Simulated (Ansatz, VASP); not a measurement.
# Cross-check of SiC (Moissanite 3C) between VASP and Ansatz, part 2 of 2

One calculation is typed for both programs; each brings its own data sets and cutoff. How far apart do they land?

VASP 6.6.1 and Ansatz 0.2.0.

So far. Step 4 (Side by side): Among the levels compared (up to four filled and three empty ones at each point), filled levels agree within 10 meV and empty ones within 27 meV.

## (5) VASP: band structure, r2SCAN-EpsX

Level of this step: r2SCAN-EpsX, exact-exchange share 1/6.992; plane waves and PAW (Si, C) (VASP).

Levels along a path test the potential and the projectors away from the mesh points.

Input file INCAR:

```
SYSTEM = SiC
PREC = Accurate
ENCUT = 460
EDIFF = 1E-06
NELM = 100
ISMEAR = 0
SIGMA = 0.03
LREAL = .FALSE.
ALGO = Normal
LHFCALC = .TRUE.
AEXX = 0.143
METAGGA = R2SCAN
LASPH = .TRUE.
NBANDS = 10
PRECFOCK = Fast
HFRCUT = -1
LORBIT = 11
LWAVE = .FALSE.
LCHARG = .FALSE.
KPAR = 4
```

Input file POSCAR:

```
SiC
1.0
    0.0000000000      2.1790000000      2.1790000000
    2.1790000000      0.0000000000      2.1790000000
    2.1790000000      2.1790000000      0.0000000000
Si C
1 1
Direct
    0.0000000000      0.0000000000      0.0000000000
    0.7500000000      0.7500000000      0.7500000000
```

Input file KPOINTS:

```
Automatic mesh
0
Gamma
6 6 6
0 0 0
```

Input file KPOINTS_OPT:

```
Line mode
10
Line-mode
Reciprocal
  0.00000000   0.00000000   0.00000000 GAMMA
  0.50000000   0.00000000   0.50000000 X

  0.50000000   0.00000000   0.50000000 X
  0.50000000   0.25000000   0.75000000 W

  0.50000000   0.25000000   0.75000000 W
  0.37500000   0.37500000   0.75000000 K

  0.37500000   0.37500000   0.75000000 K
  0.00000000   0.00000000   0.00000000 GAMMA

  0.00000000   0.00000000   0.00000000 GAMMA
  0.50000000   0.50000000   0.50000000 L

  0.50000000   0.50000000   0.50000000 L
  0.62500000   0.25000000   0.62500000 U

  0.62500000   0.25000000   0.62500000 U
  0.50000000   0.25000000   0.75000000 W

  0.50000000   0.25000000   0.75000000 W
  0.50000000   0.50000000   0.50000000 L

  0.50000000   0.50000000   0.50000000 L
  0.37500000   0.37500000   0.75000000 K

  0.62500000   0.25000000   0.62500000 U
  0.50000000   0.00000000   0.50000000 X
```

Potentials, in the order of the species: Si and C (PBE family, release 64).

On the command line:

```bash
$ mpirun -np 4 vasp_std
```

Numbers of over 12 decimals in the logs are rounded to 6 here.

The program printed:

```text
[banner, memory and clock lines left out]
running    4 mpi-ranks, on    1 nodes
[...]
|                                                                             |
|               ----> ADVICE to this user running VASP <----                  |
|                                                                             |
|     You enforced a specific xc type in the INCAR file but a different       |
|     [... a line on the potential file left out ...]
|     I HOPE YOU KNOW WHAT YOU ARE DOING!                                     |
|                                                                             |

 LDA part: xc-table for (None), standard interpolation
 found WAVECAR, reading the header
 POSCAR, INCAR and KPOINTS ok, starting setup
[...]
HFRCUT set to (new)   10.218542
 reading WAVECAR
 the WAVECAR file was read successfully
 initial charge from wavefunction
 entering main loop
       N       E                     dE             d eps       ncg     rms          rms(c)
[...]
DAV:  10    -0.206258799506E+02    0.20151E-05   -0.21263E-07   160   0.446E-03    0.342E-02
DAV:  11    -0.206258788907E+02    0.10599E-05   -0.65791E-08   160   0.245E-03    0.194E-02
DAV:  12    -0.206258783173E+02    0.57345E-06   -0.23645E-08   160   0.149E-03
   1 F= -.20625878E+02 E0= -.20625878E+02  d E =-.934328E-27
 Start KPOINTS_OPT (optional k-point list driver)
k-point batch [1-16\100]
       N       E                     dE             ncg
DAV:   1     0.543388847443E+03   -0.33567E+04      320
DAV:   2     0.186044000117E+03   -0.35734E+03      432
DAV:   3     0.171562764990E+03   -0.14481E+02      420
DAV:   4     0.171450782522E+03   -0.11198E+00      376
DAV:   5     0.171450061222E+03   -0.72130E-03      410
DAV:   6     0.171450058922E+03   -0.22997E-05      398
DAV:   7     0.171450058910E+03   -0.12344E-07      374
[...]
k-point batch [97-100\100]
       N       E                     dE             ncg
DAV:   1     0.431889799533E+04   -0.14456E+04       96
DAV:   2     0.426794195767E+04   -0.50956E+02      104
DAV:   3     0.426703436865E+04   -0.90759E+00      118
DAV:   4     0.426702969864E+04   -0.46700E-02      104
DAV:   5     0.426702969193E+04   -0.67073E-05      104
DAV:   6     0.426702969192E+04   -0.83101E-08      120
```

OUTCAR, selected parts (step 5):

```text
 POSITION                                       TOTAL-FORCE (eV/Angst)
 -----------------------------------------------------------------------------------
      0.00000      0.00000      0.00000        -0.000000     -0.000000     -0.000000
      3.26850      3.26850      3.26850         0.000000      0.000000      0.000000
 -----------------------------------------------------------------------------------
    total drift:                                0.000000      0.000001      0.000001

  FREE ENERGIE OF THE ION-ELECTRON SYSTEM (eV)
  ---------------------------------------------------
  free  energy   TOTEN  =       -20.6258783173 eV

  energy  without entropy=      -20.6258783173  energy(sigma->0) =      -20.62587832

[... 2 parts as in an earlier step ...]

[... 1 further part left out ...]
[key lines of the parts left out:]
E-fermi :   7.6845
```

## (6) Ansatz: band structure, r2SCAN-EpsX

The same cell, functional, mesh and smearing now go to Ansatz, which takes its cutoff from its data sets.

Input file input.yaml:

```yaml
crystal:
  lattice:
    - [0.0, 2.179, 2.179]
    - [2.179, 0.0, 2.179]
    - [2.179, 2.179, 0.0]
  atoms:
    - { symbol: Si, position: [0.0, 0.0, 0.0] }
    - { symbol: C, position: [0.75, 0.75, 0.75] }
hamiltonian:
  xc: { exchange: r2scan, correlation: r2scan, exx: { coeff: 0.143 } }
  pseudopotentials: { kind: paw }
kpoints:
  mp_grid: { grid: [6, 6, 6] }
  band_path:
    path:
      - [0.0, 0.0, 0.0]
      - [0.5, 0.0, 0.5]
      - [0.5, 0.22222, 0.72222]
      - [0.40278, 0.34722, 0.75]
      - [0.125, 0.125, 0.25]
      - [0.27778, 0.27778, 0.27778]
      - [0.55556, 0.38889, 0.55556]
      - [0.58333, 0.25, 0.66667]
      - [0.5, 0.30556, 0.69444]
      - [0.48611, 0.48611, 0.52778]
      - [0.625, 0.25, 0.625]
      - [0.5, 0.0, 0.5]
    npoints: 1
scf:
  occupations: { method: gaussian, width: 0.03 }
  n_extra_bands: 7
output:
  forces: true
  stress: true
  eigenvalues: true
```

On the command line:

```bash
$ ansatz run input.yaml --threads 4 --pin off --max-ram 9216MiB --backend cpu --events-out ev --progress --plain --runs-dir out
```

The program printed:

```text
[...]
Crystal: 2 atoms, lattice volume = 20.692 Å³
Basis set: ecut = 500 eV, 531 PW (Γ), exchange–correlation on 96×96×96 points (64 copies of the dense FFT grid, shifted against one another)
Bands: 11, of which v1, the nominal top of the filled ones, is band 4 counted from 1 (3 counted from 0)
Symmetry: 24 space group operations
[...]
k-points: 16 of 216 (time reversal used)
[...]
P = ⅓ Tr σ = -2.0595 GPa (-20.595 kbar)
--- Band table (eV; the first three rows and the last of 16) ---
  k-point 0: bands = [-8.0989, 8.8470, 8.8470, 8.8470, 16.6659, 17.7228, 17.7228, 17.7228, ... 3 higher]
  k-point 1: bands = [-7.5179, 6.2620, 8.4874, 8.4874, 16.7505, 18.2953, 18.2953, 18.9776, ... 3 higher]
  k-point 2: bands = [-5.8828, 2.1022, 7.9205, 7.9205, 16.0609, 18.0678, 18.0678, 20.7497, ... 3 higher]
  k-point 15: bands = [-2.6286, 0.9533, 3.9487, 4.1459, 14.1939, 17.5278, 21.6098, 23.1215, ... 3 higher]
[key lines of the parts left out:]
Free energy (F): -891.187839 eV
Fermi energy:    10.117350 eV
```

Run time: 14 s. Hardware: 4 threads of Arm Neoverse V2, shared host; peak memory 0.69 GiB.

## (7) Differences

What differs besides the data sets and the points named for the pairs above, as far as they apply: the cutoff is 500 eV in Ansatz and 460 eV in VASP. Total energies have different zeros and are not compared.

Compared:

| quantity | Ansatz | VASP | difference |
| --- | --- | --- | --- |
| gap over the path points (eV) | 2.541 | 2.556 | -0.015 |

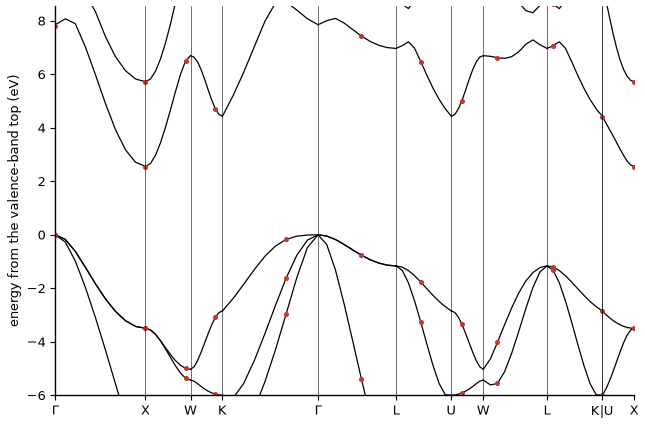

Bands from VASP (lines) and levels from Ansatz (dots). Dots without a line are higher empty bands that the VASP plot leaves out.

Levels at points of the path, from each program's valence-band top (eV; 3 filled, then empty):

| k (reciprocal lattice) | Ansatz | VASP |
| --- | --- | --- |
| 0.000 0.000 0.000 | 0.00 0.00 0.00 7.82 8.88 8.88 | 0.00 0.00 0.00 7.85 8.87 8.87 |
| 0.500 0.000 0.500 | -8.45 -3.49 -3.49 2.54 5.72 16.38 | -8.46 -3.50 -3.50 2.56 5.72 16.41 |
| 0.500 0.222 0.722 | -7.64 -5.36 -4.99 6.48 10.46 11.44 | -7.64 -5.36 -4.99 6.50 10.48 11.46 |
| 0.403 0.347 0.750 | -7.85 -5.95 -3.08 4.70 9.49 13.33 | -7.86 -5.96 -3.09 4.71 9.51 13.35 |
| 0.125 0.125 0.250 | -2.95 -1.61 -0.17 8.70 8.94 9.39 | -2.95 -1.61 -0.17 8.71 8.95 9.39 |
| 0.278 0.278 0.278 | -5.39 -0.76 -0.76 7.41 9.45 9.45 | -5.40 -0.76 -0.76 7.43 9.46 9.46 |
| 0.556 0.389 0.556 | -8.79 -3.26 -1.76 6.47 9.42 10.29 | -8.79 -3.26 -1.76 6.48 9.44 10.31 |
| 0.583 0.250 0.667 | -7.82 -5.91 -3.35 5.01 9.57 12.93 | -7.83 -5.91 -3.36 5.03 9.58 12.95 |
| 0.500 0.306 0.694 | -7.72 -5.56 -4.02 6.60 10.07 11.84 | -7.72 -5.56 -4.02 6.62 10.08 11.85 |
| 0.486 0.486 0.528 | -9.23 -1.33 -1.20 7.06 8.61 8.86 | -9.23 -1.33 -1.21 7.07 8.62 8.87 |

Among the levels compared (up to four filled and three empty ones at each point), filled levels agree within 8 meV and empty ones within 34 meV.

## (8) What came out

- difference in gap over the path points (band structure, PBE0): -0.010 eV
- difference in gap over the path points (band structure, r2SCAN-EpsX): -0.015 eV

The difference in gap over the path points is -0.015 eV (band structure, r2SCAN-EpsX), within the 0.08 eV picked in this series as the mark of a large difference. Differences of this kind measure data sets and numerical settings, not the functional's error against experiment.

[Lines on the potential files, build, host, timing and source positions are cut from VASP's logs without a mark.]

[Logs are printed without paths, hosts, clocks, repeated set-up lines and the standing remarks that a program may print on its own settings, such as how far it seeks lower states.]

[Hosts, paths, dates, database ids (printed as entryN), source tags and the programs' standing remarks are cut or masked in the printed files.]
